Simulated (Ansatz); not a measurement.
# Run report: C₃H₂F₂S, single-point calculation

The run: single-point calculation of C₃H₂F₂S. Method and program: UKS PBE0-DH/6-31G* (Ansatz 0.2.0).

The geometry comes from this level: PBE0-D4/def2-TZVP. Figures and captions count atoms from 1; the log counts them from 0 in places.

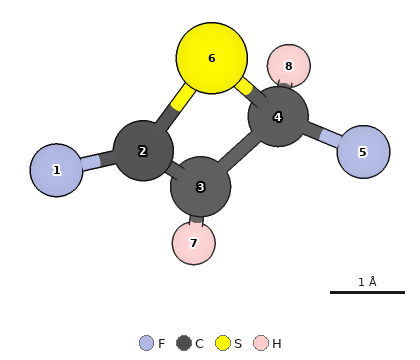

The structure as given in the input (ball-and-stick view, seen at a tilt; atoms are numbered from 1 in the order of the input). Bond lengths as drawn: C–C 1.28 to 1.43 Å, C–F 1.25 to 1.30 Å, C–H 1.04 to 1.05 Å and C–S 1.69 to 1.79 Å.

Results in brief

| quantity | value |
| --- | --- |
| outcome | converged |
| total energy | −19395.2841 eV |
| mean-field energy | −19391.7869 eV |
| SCF solution under orbital rotations | stable |
| largest force (length of the vector) | 3.493 eV/Å |
| dipole moment | 1.54 D |
| hardware | 4 threads of Intel Xeon, 163 GiB of memory available, shared host |
| wall time | 1.9 s (CPU time 6.9 s) |
| peak memory | 0.32 GiB |

The input
```yaml
crystal:
  periodic: [false, false, false]
  atoms:
    - {symbol: F, position_ang: [0.605496, -0.667883, 2.184061]}
    - {symbol: C, position_ang: [0.225971, -0.217143, 1.077126]}
    - {symbol: C, position_ang: [0.599367, -0.445967, -0.122019]}
    - {symbol: C, position_ang: [-0.424837, 0.341127, -0.745447]}
    - {symbol: F, position_ang: [-0.020927, 1.326833, -1.494768]}
    - {symbol: S, position_ang: [-1.063949, 0.847259, 0.851880]}
    - {symbol: H, position_ang: [1.331562, -1.046662, -0.541712]}
    - {symbol: H, position_ang: [-1.164269, -0.192478, -1.262592]}
basis:
  gaussian: {orbitals: "6-31G*", final_grid: {core_spheres: 8, valence_spheres: 7, degree: 23}}
magnetization: {spin_polarized: true, initial_magnetization: 0}
hamiltonian: {xc: {name: PBE0-DH}}
output: {forces: true}
```

Launched with:
```bash
ansatz run in.yaml --threads 4 --pin off --events-out ev --progress --plain --max-ram 10444MiB
```

Output
```
Functional definition: PBE0-DH
  name "PBE0-DH"
  cite "Brémond & Adamo, J. Chem. Phys. 135, 024106 (2011) doi:10.1063/1.3604569"
  cite "Perdew, Burke & Ernzerhof, Phys. Rev. Lett. 77, 3865 (1996) doi:10.1103/PhysRevLett.77.3865"
  parameter a = 1/2
  parameter c = 1/8
  exchange = (1 - a)*pbe_x + a*exact_x
  correlation = (1 - c)*pbe_c + c*(mp2_os + mp2_ss)
917 factors; integrals over basis functions are off by at most 6.9e-4 eV
mean field evaluation 1: about -19389.4215 eV, gradient 2.4e1 eV
mean field evaluation 2: about -19389.4848 eV, gradient 2.4e1 eV
mean field evaluation 4: about -19391.7263 eV, gradient 3.4e0 eV
mean field evaluation 8: about -19391.7869 eV, gradient 8.1e-2 eV
mean field evaluation 16: about -19391.7869 eV, gradient 5.6e-5 eV
mean field -19391.78693003 eV, -712.6350254532 hartree, gradient 6.3e-6 eV, S^2 0.000000; 0 other end points of the search recorded, 0 dependent functions left out
10 core orbitals not correlated: weight in the atoms' cores, before any rotation towards them, 1.000 or more for the frozen orbitals, at most 0.000 for the correlated occupied ones
reference -19391.78693807 eV, -712.6350257488 hartree; 17, 17 occupied and 71, 71 virtual orbitals, 917 factors
second order -27.97727794 eV of doubles, -0.00000000 eV of singles
the calculation of the forces begins
Total energy: -19395.28409781 eV, -712.7635439989 hartree
Atom 0 at     0.605496    -0.667883     2.184061 Å, force     1.039613    -1.212113     3.106285 eV/Å
Atom 1 at     0.225971    -0.217143     1.077126 Å, force    -0.397618     0.379969     1.238657 eV/Å
Atom 2 at     0.599367    -0.445967    -0.122019 Å, force     1.498485    -1.023732    -2.109411 eV/Å
Atom 3 at    -0.424837     0.341127    -0.745447 Å, force    -0.715054    -0.195912    -0.110530 eV/Å
Atom 4 at    -0.020927     1.326833    -1.494768 Å, force     0.877791     2.189483    -1.727746 eV/Å
Atom 5 at    -1.063949     0.847259     0.851880 Å, force    -2.388093     1.911525     1.179945 eV/Å
Atom 6 at     1.331562    -1.046662    -0.541712 Å, force     1.295804    -1.053707    -0.756241 eV/Å
Atom 7 at    -1.164269    -0.192478    -1.262592 Å, force    -1.210929    -0.995513    -0.820958 eV/Å
Dipole moment:     0.014454    -0.295651    -0.124348 e Å
```

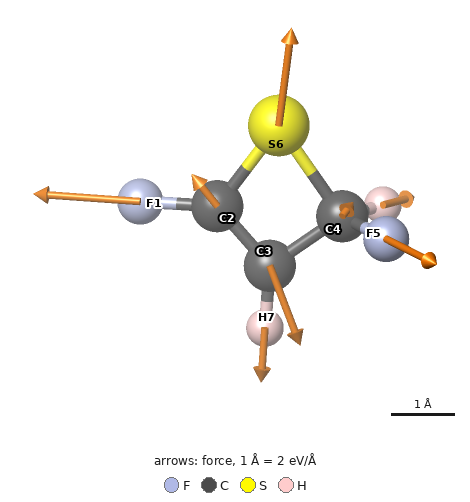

Forces on the atoms as orange arrows (ball-and-stick view, seen at a tilt; atoms are numbered from 1 in the order of the input). The largest act on F1 (3.49 eV/Å); S6 (3.28 eV/Å); F5 (2.92 eV/Å); C3 (2.78 eV/Å), among others. The geometry is not a stationary point of this energy.
